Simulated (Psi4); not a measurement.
# SnClF (SMILES [F][Sn][Cl]): levels of theory compared

Wanted: a comparison of 6 runs (HF/3-21G, HF-D3(BJ)/DZVP, HF/DZVP, PBE0/STO-3G, RPBE/STO-6G, UMS0/def2-SVP) of SnClF. 

Program for the calculation: Psi4 1.11.

8 further runs of the same task are left out: 4 that didn't finish, 4 set aside as unsound or not needed.

**1. The system as given**

SnClF has 3 atoms, charge 0, and is taken as a singlet. SMILES: `[F][Sn][Cl]`. The shape is that of a PBE0-D4/def2-TZVP optimisation.

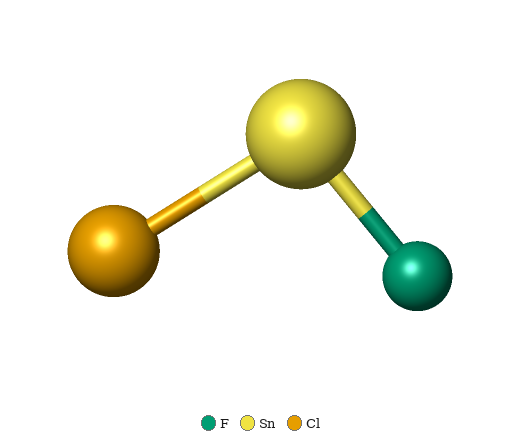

Viewed from a chosen angle; fluorine teal, tin yellow, chlorine amber.

**2. Energy and forces at HF/3-21G (run 1)**

clfsn.xyz

```xyz
3
ClFSn
F     -1.389600     0.223100    -0.744400
Sn     0.164300     0.898100     0.190700
Cl     1.214300    -1.186000     0.540500
```

clfsn.py

```python
import psi4

psi4.set_memory(1600000000)
psi4.set_num_threads(1)
psi4.set_output_file('output.dat', False)

with open('clfsn.xyz') as f:
    atoms = ''.join(f.readlines()[2:])
molecule = psi4.geometry('0 1\n' + atoms + 'symmetry c1\nno_reorient\nno_com')

psi4.set_options({
    'basis': '3-21G',
    'reference': 'rhf',
    'puream': True,
    'e_convergence': 1e-09,
    'd_convergence': 1e-08,
    'scf_type': 'pk',
})

e, wfn = psi4.gradient('scf', return_wfn=True)
print('gradient / Eh bohr^-1')
print(e.np.round(6))
print(f'energy = {wfn.energy():.10f} Eh')
```

Started as:

```console
$ python clfsn.py
```

output.dat:

```text
[...]
  Running in c1 symmetry.
[...]
  Nuclear repulsion =  338.758404434736917
[...]
  Multiplicity = 1
[...]
  Nalpha       = 38
  Nbeta        = 38
[...]
    Number of basis functions: 53
[...]
   @RHF iter   1: -6552.46719411840058   -3.92463e+00   8.91447e-03 ADIIS/DIIS
[...]
   @RHF iter  11: -6552.58314096821414    1.81899e-12   2.40411e-09 DIIS
[...]
    Orbital Energies [Eh]
    ---------------------
    Doubly Occupied:
       1A   -1034.943574     2A   -156.286572     3A   -145.431796
       4A   -145.431534     5A   -145.431144     6A   -104.080550
       7A    -31.594853     8A    -26.970128     9A    -26.968522
      10A    -26.966653    11A    -26.077958    12A    -19.136954
      13A    -19.136477    14A    -19.134966    15A    -19.134116
      16A    -19.133365    17A    -10.474728    18A     -7.937687
      19A     -7.934864    20A     -7.934509    21A     -5.607730
      22A     -3.992377    23A     -3.988682    24A     -3.982507
      25A     -1.527450    26A     -1.479374    27A     -1.476555
      28A     -1.470302    29A     -1.465349    30A     -1.427224
      31A     -1.070027    32A     -0.643864    33A     -0.574580
      34A     -0.566874    35A     -0.520477    36A     -0.457541
[...]
  @RHF Final Energy: -6552.58314096821414
   => Energetics <=
    Nuclear Repulsion Energy =            338.7584044347369172
    One-Electron Energy =               -9720.2313335941144032
    Two-Electron Energy =                2828.8897881911625518
    Total Energy =                      -6552.5831409682150479
[...]
 Multipole Moments:
 ------------------------------------------------------------------------------------
     Multipole            Electronic (a.u.)      Nuclear  (a.u.)        Total (a.u.)
 ------------------------------------------------------------------------------------
 L = 1.  Multiply by 2.5417464519 to convert [e a0] to [Debye]
 Dipole X            :        -30.8402289           30.9002347            0.0600057
 Dipole Y            :        -48.8891035           50.5518746            1.6627711
 Dipole Z            :        -22.5040282           22.7218780            0.2178498
 Magnitude           :                                                    1.6780546
[...]
  -Total Gradient:
     Atom            X                  Y                   Z
    ------   -----------------  -----------------  -----------------
       1       -0.018234735468    -0.006908432764    -0.010860793585
       2        0.030548737149    -0.019031610553     0.014796720892
       3       -0.012314001788     0.025940043484    -0.003935927288
[...]
```

Standard output:

```text
gradient / Eh bohr^-1
[[-0.018235 -0.006908 -0.010861]
 [ 0.030549 -0.019032  0.014797]
 [-0.012314  0.02594  -0.003936]]
energy = -6552.5831409682 Eh
```

It took 3.3 s on 1 thread of Intel Xeon 6975P-C (Granite Rapids), shared host; peak memory 0.23 GiB.

**3. The energy at HF-D3(BJ)/DZVP (run 2)**

clfsn.py

```python
import psi4

psi4.set_memory('1600 MB')
psi4.set_num_threads(1)
psi4.set_output_file('psi4.out', False)

molecule = psi4.geometry("""
0 1
F     -1.389600     0.223100    -0.744400
Sn     0.164300     0.898100     0.190700
Cl     1.214300    -1.186000     0.540500
""")

psi4.set_options({
    'scf_type': 'pk',
})

energy_value, wavefunction = psi4.energy('hf-d3bj2b/DZVP', molecule=molecule, return_wfn=True)
print('E =', round(energy_value, 9))
```

Started as:

```console
$ python clfsn.py
```

psi4.out:

```text
[...]
  Running in cs symmetry.
[...]
  Nuclear repulsion =  338.758404434737031
[...]
  Multiplicity = 1
[...]
  Nalpha       = 38
  Nbeta        = 38
[...]
    Number of basis functions: 68
[...]
   @RHF iter   1: -6580.97673668752486   -3.65902e+00   1.06618e-02 DIIS/ADIIS
[...]
   @RHF iter   9: -6581.15105136033617   -7.86258e-09   2.59435e-07 DIIS
[...]
    Orbital Energies [Eh]
    ---------------------
    Doubly Occupied:
       1Ap  -1041.323754     2Ap  -157.058134     1App -146.637924
       3Ap  -146.637489     4Ap  -146.637207     5Ap  -104.828356
       6Ap   -31.690322     2App  -27.319737     7Ap   -27.317758
       8Ap   -27.316441     9Ap   -26.221535    10Ap   -19.282638
       3App  -19.282277     4App  -19.281046    11Ap   -19.279837
      12Ap   -19.279357    13Ap   -10.541117    14Ap    -8.020282
       5App   -8.018134    15Ap    -8.017805    16Ap    -5.611197
       6App   -4.072720    17Ap    -4.069259    18Ap    -4.065110
      19Ap    -1.551754    20Ap    -1.469366     7App   -1.466689
       8App   -1.462063    21Ap    -1.457410    22Ap    -1.437781
      23Ap    -1.074708    24Ap    -0.677562    25Ap    -0.616650
       9App   -0.609830    26Ap    -0.547139    10App   -0.467765
[...]
  @RHF Final Energy: -6581.15105136033617
   => Energetics <=
    Nuclear Repulsion Energy =            338.7584044347370309
    One-Electron Energy =               -9748.7740962844927708
    Two-Electron Energy =                2828.8859706114794790
    Total Energy =                      -6581.1510513603361687
[...]
 Multipole Moments:
 ------------------------------------------------------------------------------------
     Multipole            Electronic (a.u.)      Nuclear  (a.u.)        Total (a.u.)
 ------------------------------------------------------------------------------------
 L = 1.  Multiply by 2.5417464519 to convert [e a0] to [Debye]
 Dipole X            :         -0.5587664            1.1433919            0.5846255
 Dipole Y            :          9.0344564           -7.6767309            1.3577255
 Dipole Z            :          0.0000000            0.0000000            0.0000000
 Magnitude           :                                                    1.4782441
[...]
```

Standard output:

```text
E = -6581.15105136
```

Wall time 4.5 s (1 thread of Intel Xeon 6975P-C (Granite Rapids), shared host); peak memory 0.25 GiB.

**4. A single-point energy at HF/DZVP (run 3)**

clfsn.xyz is that of step 2.

run.py

```python
import psi4

psi4.set_memory('1600 MB')
psi4.set_num_threads(1)
psi4.set_output_file('output.dat', False)

with open('clfsn.xyz') as f:
    atoms = ''.join(f.readlines()[2:])
m = psi4.geometry('0 1\n' + atoms + '')

psi4.set_options(dict(reference='rhf', scf_type='pk'))

e = psi4.energy('hf/DZVP')
print(f'total energy {e:.8f} hartree = {e * 27.211386:.5f} eV')
```

Started as:

```console
$ python run.py
```

output.dat:

```text
[...]
  Running in cs symmetry.
[...]
  Nuclear repulsion =  338.758404434737031
[...]
  Multiplicity = 1
[...]
  Nalpha       = 38
  Nbeta        = 38
[...]
    Number of basis functions: 68
[...]
   @RHF iter   1: -6580.95540656546473   -3.65902e+00   1.06618e-02 ADIIS/DIIS
[...]
   @RHF iter   9: -6581.12972123827603   -7.86258e-09   2.59435e-07 DIIS
[...]
    Orbital Energies [Eh]
    ---------------------
    Doubly Occupied:
       1Ap  -1041.323754     2Ap  -157.058134     1App -146.637924
       3Ap  -146.637489     4Ap  -146.637207     5Ap  -104.828356
       6Ap   -31.690322     2App  -27.319737     7Ap   -27.317758
       8Ap   -27.316441     9Ap   -26.221535    10Ap   -19.282638
       3App  -19.282277     4App  -19.281046    11Ap   -19.279837
      12Ap   -19.279357    13Ap   -10.541117    14Ap    -8.020282
       5App   -8.018134    15Ap    -8.017805    16Ap    -5.611197
       6App   -4.072720    17Ap    -4.069259    18Ap    -4.065110
      19Ap    -1.551754    20Ap    -1.469366     7App   -1.466689
       8App   -1.462063    21Ap    -1.457410    22Ap    -1.437781
      23Ap    -1.074708    24Ap    -0.677562    25Ap    -0.616650
       9App   -0.609830    26Ap    -0.547139    10App   -0.467765
[...]
  @RHF Final Energy: -6581.12972123827603
   => Energetics <=
    Nuclear Repulsion Energy =            338.7584044347370309
    One-Electron Energy =               -9748.7740962844927708
    Two-Electron Energy =                2828.8859706114794790
    Total Energy =                      -6581.1297212382760335
[...]
 Multipole Moments:
 ------------------------------------------------------------------------------------
     Multipole            Electronic (a.u.)      Nuclear  (a.u.)        Total (a.u.)
 ------------------------------------------------------------------------------------
 L = 1.  Multiply by 2.5417464519 to convert [e a0] to [Debye]
 Dipole X            :         -0.5587664            1.1433919            0.5846255
 Dipole Y            :          9.0344564           -7.6767309            1.3577255
 Dipole Z            :          0.0000000            0.0000000            0.0000000
 Magnitude           :                                                    1.4782441
[...]
```

The script printed:

```text
total energy -6581.12972124 hartree = -179081.66116 eV
```

Run time: 3.3 s. Hardware: 1 thread of Intel Xeon 6975P-C (Granite Rapids), shared host; peak memory 0.24 GiB.

Runs 4 to 5 aren't shown in full; the table further down has their settings and results.

**5. A single-point energy at UMS0/def2-SVP (Cholesky decomposition, core potential) (run 6)**

input.json

```json
{
  "schema_name": "qcschema_input",
  "schema_version": 1,
  "molecule": {
    "schema_name": "qcschema_molecule",
    "schema_version": 2,
    "symbols": ["F", "Sn", "Cl"],
    "geometry": [-2.62596342, 0.4215979, -1.40671213, 0.310482, 1.69716303, 0.36037077, 2.29469443, -2.24121518, 1.02139697],
    "molecular_charge": 0,
    "molecular_multiplicity": 1
  },
  "driver": "energy",
  "model": {
    "method": "ms0",
    "basis": "def2-SVP"
  },
  "keywords": {
    "reference": "uks",
    "scf_type": "cd"
  }
}
```

Started as:

```console
$ psi4 --qcschema input.json -n 1 --memory 1600MB
```

stdout:

```text
[...]
    !!!  WARNING: ECP capability is in beta. Please check occupations closely.  !!!
[...]
  Running in cs symmetry.
[...]
  Nuclear repulsion =  163.101646033357781
[...]
  Multiplicity = 1
[...]
  Nalpha       = 24
  Nbeta        = 24
[...]
    Number of basis functions: 58
[...]
   @UKS iter   1:  -774.10505488500507   -1.35783e+00   1.25090e-02 DIIS/ADIIS
[...]
   @UKS iter   9:  -774.22874008758345   -2.33472e-08   6.96259e-07 DIIS
[...]
   @S^2 Observed:                5.329070518E-14
[...]
    Orbital Energies [Eh]
    ---------------------
    Alpha Occupied:
       1Ap  -101.083670     2Ap   -24.426465     3Ap    -9.358893
       4Ap    -7.067469     1App   -7.063399     5Ap    -7.061827
       6Ap    -5.088567     2App   -3.424090     7Ap    -3.418037
       8Ap    -3.414664     9Ap    -1.087842    10Ap    -0.997755
       3App   -0.994991     4App   -0.991915    11Ap    -0.986860
      12Ap    -0.972632    13Ap    -0.765860    14Ap    -0.459067
      15Ap    -0.355425     5App   -0.338342    16Ap    -0.334929
       6App   -0.295192    17Ap    -0.288304    18Ap    -0.265446
    Alpha Virtual:
       7App   -0.127724    19Ap    -0.039128    20Ap    -0.021019
[...]
  @UKS Final Energy:  -774.22874008758345
   => Energetics <=
    Nuclear Repulsion Energy =            163.1016460333577811
    One-Electron Energy =               -1477.0821359082699473
    Two-Electron Energy =                 596.6131752770399999
    DFT Exchange-Correlation Energy =     -56.8614254897113085
    Empirical Dispersion Energy =           0.0000000000000000
    VV10 Nonlocal Energy =                  0.0000000000000000
    Total Energy =                       -774.2287400875834464
[...]
 Multipole Moments:
 ------------------------------------------------------------------------------------
     Multipole            Electronic (a.u.)      Nuclear  (a.u.)        Total (a.u.)
 ------------------------------------------------------------------------------------
 L = 1.  Multiply by 2.5417464519 to convert [e a0] to [Debye]
 Dipole X            :         -1.8365803            2.2437521            0.4071717
 Dipole Y            :         35.0444315          -33.8806926            1.1637390
 Dipole Z            :          0.0000000            0.0000000            0.0000000
 Magnitude           :                                                    1.2329141
[...]
```

The result, in JSON:

```text
{
 "driver": "energy",
 "model": {
  "method": "ms0",
  "basis": "def2-SVP"
 },
 "success": true,
 "return_result": -774.2287400875834,
 "properties": {
  "calcinfo_nbasis": 58,
  "calcinfo_nmo": 58,
  "calcinfo_nalpha": 24,
  "calcinfo_nbeta": 24,
  "calcinfo_natom": 3,
  "nuclear_repulsion_energy": 163.10164603335778,
  "return_energy": -774.2287400875834,
  "scf_one_electron_energy": -1477.08213590827,
  "scf_two_electron_energy": 596.61317527704,
  "scf_xc_energy": -56.86142548971131,
  "scf_dipole_moment": [0.40717172182304506, 1.1637389505348636, 0.0],
  "scf_total_energy": -774.2287400875834,
  "scf_iterations": 9
 }
}
```

Wall time 6.3 s (1 thread of Intel Xeon 6975P-C (Granite Rapids), shared host); peak memory 0.44 GiB.

**6. All runs side by side**

```
run                                                   level        task  symmetry   energy (Eh)  dipole moment (D)  HOMO energy (eV)  LUMO energy (eV)  wall time
  1                                                HF/3-21G    gradient        c1  -6552.583141               4.27            -10.29             -0.37      3.3 s
  2                                          HF-D3(BJ)/DZVP      energy      auto  -6581.151051               3.76            -10.53             -0.54      4.5 s
  3                                                 HF/DZVP      energy      auto  -6581.129721               3.76            -10.53             -0.54      3.3 s
  4                                             PBE0/STO-3G      energy        c1  -6518.473823               2.93             -4.23              0.41      4.5 s
  5                                      RPBE/STO-6G (ZORA)  properties      auto  -6763.971945               2.67             -3.31             -0.51      7.8 s
  6  UMS0/def2-SVP (Cholesky decomposition, core potential)      energy      auto   -774.228740               3.13             -7.22             -3.48      6.3 s
```

**7. What came out**

| quantity | value |
| --- | --- |
| run 6: total energy | -774.22874 Eh |
| run 6: dipole moment | 3.13 D |
| run 6: HOMO energy | -7.22 eV |
| run 6: LUMO energy | -3.48 eV |
| run 6: HOMO–LUMO gap | 3.75 eV |

**Reading.** The dipole moment (its size) runs from 2.67 D (RPBE/STO-6G) to 4.27 D (HF/3-21G). The two ends differ in method and basis and Hamiltonian. The HOMO–LUMO gap runs from 2.81 eV (RPBE/STO-6G) to 9.98 eV (HF-D3(BJ)/DZVP). Totals of different functionals can't be ranked against each other. Some runs of one species differ in core potentials or relativity; totals across that change don't compare. In runs 4, 5 the basis is minimal, so the values are rough. In runs 1, 2, 3, 4 relativity is left out where basis or elements ask for it. All runs together took 30 s, the longest 7.8 s.
